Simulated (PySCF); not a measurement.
C6H11FSi2

```xyz
20

C    -3.0084   -0.7135    0.8644
C    -2.0395   -0.6908   -0.0333
C    -0.6420   -0.2526    0.2351
Si   -0.3535    1.4865   -0.5171
C     1.4729    1.8946   -0.2882
C     2.4332    1.0112   -0.0129
Si    2.1748   -0.8396    0.2038
C     0.3765   -1.2341   -0.3361
F     0.3278   -1.1807   -1.7326
H    -4.0106   -1.0208    0.6188
H    -2.8364   -0.4188    1.8874
H    -2.2331   -0.9898   -1.0553
H    -0.4806   -0.2060    1.3167
H    -0.7052    1.5012   -1.9385
H    -1.1763    2.4492    0.2273
H     1.7446    2.9389   -0.4067
H     3.4552    1.3642    0.0925
H     3.0925   -1.5937   -0.6530
H     2.3113   -1.2288    1.6143
H     0.0916   -2.2657   -0.0896
```

Geometry: GFN2-xTB.

Computed with PBE0/pcSseg-1, SCF density, gas phase, non-relativistic (PySCF).

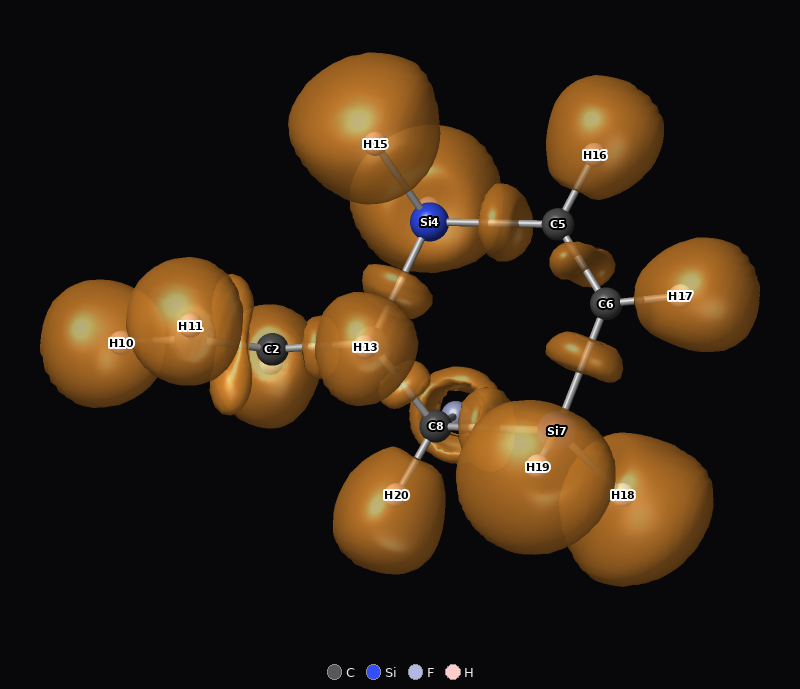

Figure 1. Isosurface of the ELF at 0.85 (orange), seen across its widest extent. Core shells and regions of very low density are left out.

Question: Describe the localisation domains.

Answer: The surface consists of four regions between bonded C–C atoms (shared pairs), four regions between bonded C–Si atoms (shared pairs), eleven regions around hydrogen nuclei and one region wrapped around F (its lone pairs, merged into a ring or cap).


C–C (1.32 Å): the ELF peaks at about 0.90 between the atoms: a multiple bond. C–F (1.40 Å): the ELF peaks at about 0.85 between the atoms: a polar covalent bond.

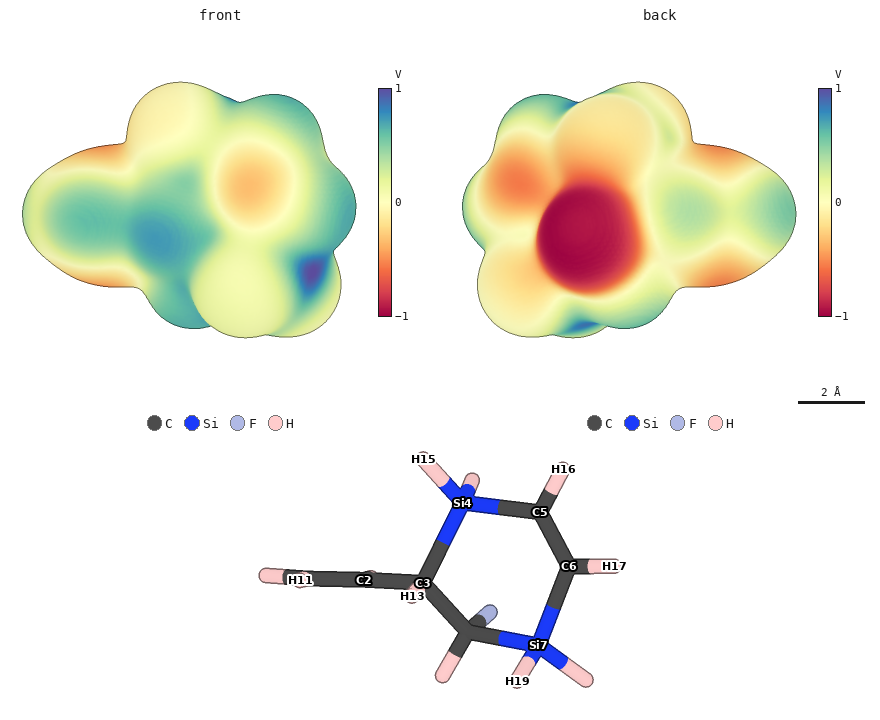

Figure 2. The electrostatic potential painted on the density surface at 0.001 e/bohr³, seen from the front and from behind; the colour scale runs from red (negative) to blue (positive). The bare structure is drawn below in the same view.

Question: Which sites attract a positive test charge, and which a negative one?

Answer: A positive charge is drawn to the negative regions and a negative charge to the positive ones. The most negative region (about −1.0 V) lies over F9, the most positive (about +0.9 V) over Si7.

Question: What dipole moment does the calculation give?

Answer: Its dipole moment is 1.58 D.

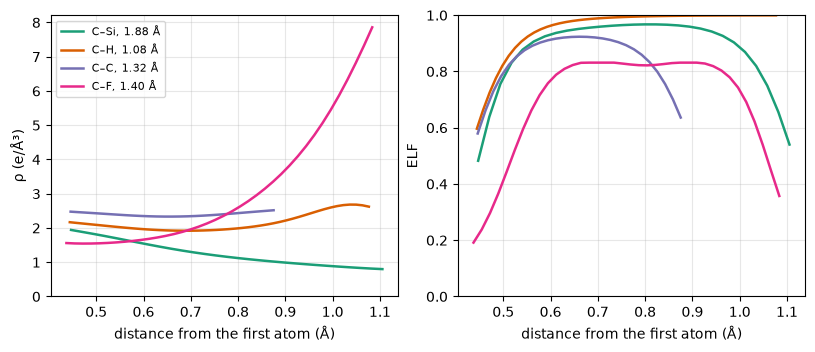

Figure 3. Electron density and electron localisation function along straight lines between neighbouring atoms. The curves leave out the atomic cores.

Question: Compare the contacts.

Answer: C–Si (1.88 Å): ρ is about 0.95 e/Å³ halfway; the ELF peaks at about 0.95 between the atoms; a shared electron pair.
C–H (1.08 Å): ρ at the midpoint is about 2 e/Å³; the ELF climbs to about 1 towards the hydrogen, as it does in any bond to H; an ordinary covalent bond to hydrogen.
C–C (1.32 Å): ρ at the midpoint is about 2.3 e/Å³; the ELF peaks at about 0.90 between the atoms: a multiple bond.
C–F (1.40 Å): the density is about 2 e/Å³ at the midpoint, with its minimum of 1.5 e/Å³ about 0.5 Å from C; the ELF peaks at about 0.85 between the atoms (a shared but strongly polarised pair).
